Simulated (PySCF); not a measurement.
Consider C₅H₁₂SSi (SMILES CC[Si]1(SC)CC1).

```json
{"atom": "C", "x (Å)": "-2.4704", "y (Å)": "-1.2050", "z (Å)": "-0.4898"}
{"atom": "C", "x (Å)": "-1.0140", "y (Å)": "-1.5325", "z (Å)": "-0.7837"}
{"atom": "Si", "x (Å)": "0.1768", "y (Å)": "-0.2567", "z (Å)": "-0.0566"}
{"atom": "S", "x (Å)": "2.2080", "y (Å)": "-0.8498", "z (Å)": "-0.4626"}
{"atom": "C", "x (Å)": "3.1269", "y (Å)": "0.5419", "z (Å)": "0.2594"}
{"atom": "C", "x (Å)": "-0.2557", "y (Å)": "1.5692", "z (Å)": "0.1347"}
{"atom": "C", "x (Å)": "-0.2208", "y (Å)": "0.7784", "z (Å)": "1.4694"}
{"atom": "H", "x (Å)": "-2.6491", "y (Å)": "-1.1795", "z (Å)": "0.5821"}
{"atom": "H", "x (Å)": "-3.1274", "y (Å)": "-1.9538", "z (Å)": "-0.9283"}
{"atom": "H", "x (Å)": "-2.7371", "y (Å)": "-0.2353", "z (Å)": "-0.9018"}
{"atom": "H", "x (Å)": "-0.8620", "y (Å)": "-1.5906", "z (Å)": "-1.8621"}
{"atom": "H", "x (Å)": "-0.7717", "y (Å)": "-2.5172", "z (Å)": "-0.3832"}
{"atom": "H", "x (Å)": "2.9038", "y (Å)": "0.6167", "z (Å)": "1.3180"}
{"atom": "H", "x (Å)": "2.8619", "y (Å)": "1.4594", "z (Å)": "-0.2551"}
{"atom": "H", "x (Å)": "4.1802", "y (Å)": "0.3257", "z (Å)": "0.1144"}
{"atom": "H", "x (Å)": "0.4932", "y (Å)": "2.3429", "z (Å)": "0.0344"}
{"atom": "H", "x (Å)": "-1.2286", "y (Å)": "1.9378", "z (Å)": "-0.1574"}
{"atom": "H", "x (Å)": "-1.1727", "y (Å)": "0.6774", "z (Å)": "1.9709"}
{"atom": "H", "x (Å)": "0.5490", "y (Å)": "1.0803", "z (Å)": "2.1664"}
```

Geometry: GFN2-xTB.

The calculation used PBE0/pcSseg-1, SCF density, gas phase, non-relativistic (PySCF).

### What can the converged electron density and electron localisation function tell about the bonding?

C–C (1.52 Å): ρ at the midpoint is about 1.6 e/Å³; the ELF peaks at about 0.95 between the atoms; localised, covalent bonding.
C–S (1.82 Å): the density is about 1.2 e/Å³ at the midpoint; the ELF peaks at about 0.90 between the atoms (a shared electron pair).
C–Si (1.89 Å): ρ is about 0.93 e/Å³ halfway; the ELF peaks at about 0.95 between the atoms; a covalent bond.
Si–S (2.15 Å): ρ is about 0.83 e/Å³ halfway; the ELF peaks at about 0.95 between the atoms: localised, covalent bonding.

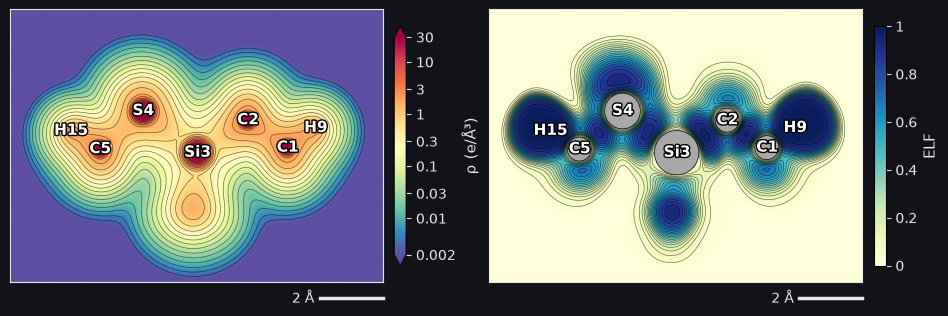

Computed electron density and electron localisation function on the plane of atoms C2, Si3 and S4, in this order. Grey discs cover the atomic cores in the ELF map. 
